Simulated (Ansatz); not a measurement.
```
atom    x (Å)    y (Å)    z (Å)
   V  -0.0042  -0.0004  -0.2883
   N   0.0190   0.0020   1.3089
   H   0.0340   0.0037   2.3269
   O   1.5961   0.4220  -0.8804
   H   2.3347   0.6149  -0.2945
   O  -1.1833   1.1803  -0.8411
   H  -1.7060   1.7172  -0.2374
   O  -0.4501  -1.6062  -0.8475
   H  -0.6402  -2.3334  -0.2466
```

Geometry: PBE0-D4/def2-SVP.

The calculation used Ansatz 0.2.0, RKS PBE0-D4/def2-TZVP.

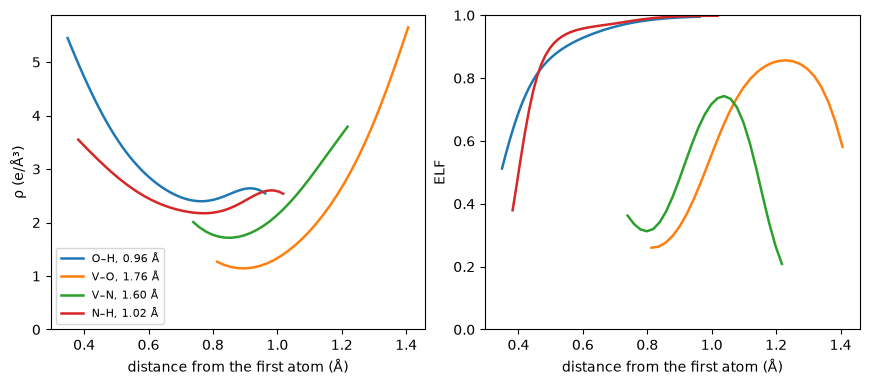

H$_{4}$NO$_{3}$V. Total electron density and electron localisation function along straight lines between neighbouring atoms. The curves leave out the atomic cores.

Q: Compare the contacts.

A: O–H (0.96 Å): ρ at the midpoint is about 3.8 e/Å³; the ELF climbs to about 1 towards the hydrogen, as it does in any bond to H: an ordinary covalent bond to hydrogen.
V–O (1.76 Å): ρ is about 1.1 e/Å³ halfway; the ELF peaks at about 0.85 in the valence shell of O, 0.5 Å from its nucleus, and is about 0.30 at the midpoint.
V–N (1.60 Å): ρ is about 1.8 e/Å³ halfway; the ELF peaks at about 0.75 in the valence shell of N, 0.6 Å from its nucleus, and is about 0.30 at the midpoint.
N–H (1.02 Å): ρ is about 2.8 e/Å³ halfway; the ELF climbs to about 1 towards the hydrogen (a covalent bond by its length).
